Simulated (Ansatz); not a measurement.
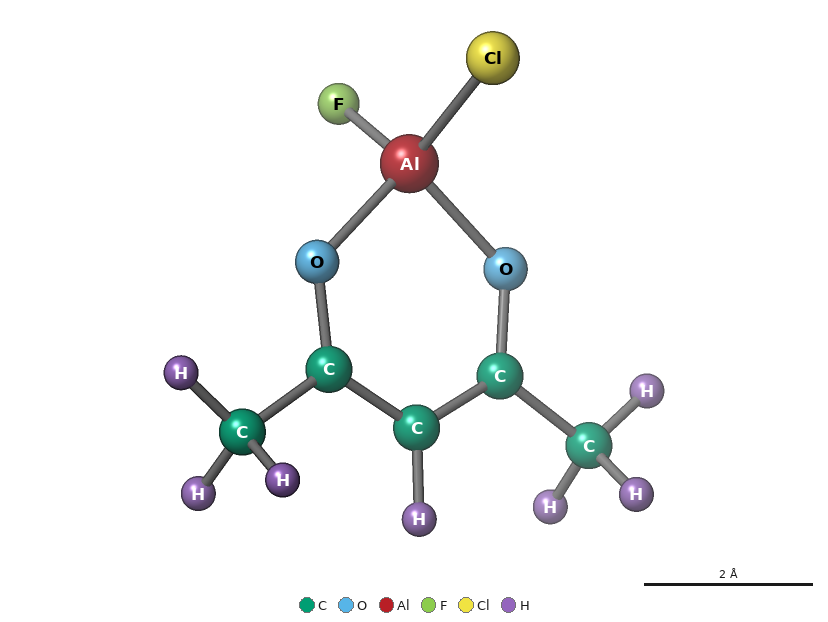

Atoms fade into the background with distance from the viewer. The computed structure is the end point of a PBE-D4/def2-SVP optimisation. No frequency run is at hand to confirm it as a minimum. Masses are those of the most abundant isotopes; constants are for the rigid equilibrium geometry.

**What kind of rotor is it, and what are its rotational constants in GHz?**

An asymmetric top (Cs): A = 1.17, B = 0.735, C = 0.591 GHz. Ray's parameter κ is −0.50, nearer the prolate limit.
